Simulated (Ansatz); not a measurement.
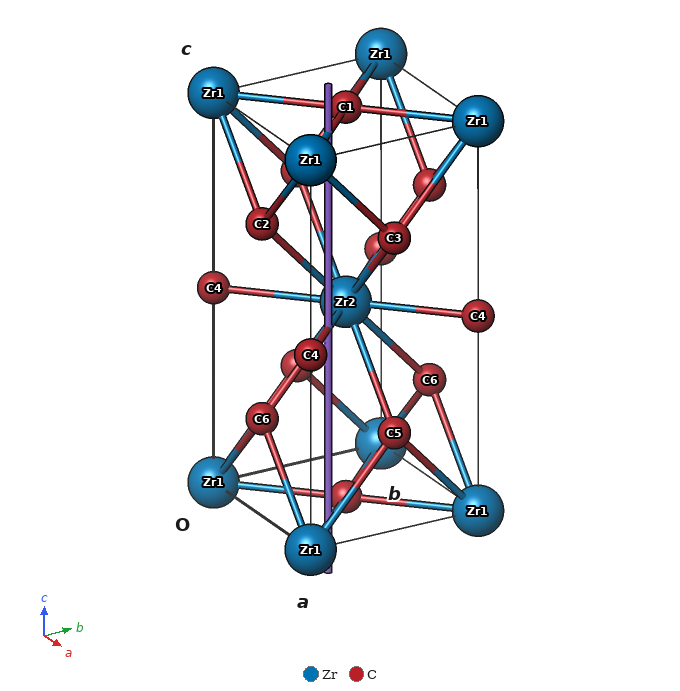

The coloured rod is the axis of a symmetry operation of the crystal. Crystal: ZrC₃, coordinates from a relaxation (final pressure about 5.3 GPa) with DFT, PAW plane waves, pbesol (Ansatz); the starting structure was generated, so it need not be a known form of this composition. The drawing is computed from the coordinates (standard cell, symmetry found to 0.002 Å).

a = 3.237 Å, b = 3.237 Å, c = 7.117 Å, α = 90.00°, β = 90.00°, γ = 90.00°.

```tsv
atom	x	y	z
Zr1	0.0000	0.0000	0.0000
C1	0.5000	0.5000	0.0000
C2	0.5000	0.0000	0.7500
C3	0.0000	0.5000	0.7500
Zr2	0.5000	0.5000	0.5000
C4	0.0000	0.0000	0.5000
C5	0.0000	0.5000	0.2500
C6	0.5000	0.0000	0.2500
```

Take the operation x, y, z → −x+3/2, −y+1/2, z+1/2.

> What kind of operation is it, and where does it lie?

It is a 2₁ screw rotation with translation (0, 0, 1/2), about the line along [0 0 1] through (3/4, 1/4, 1/2).

> Onto which atom does it carry each atom (up to whole multiples of a, b and c)?

Zr1 → Zr2, C1 → C4, C2 → C5, C3 → C6, Zr2 → Zr1, C4 → C1, C5 → C2, C6 → C3.

> What is the crystal's space group?

I4/mmm (No. 139).
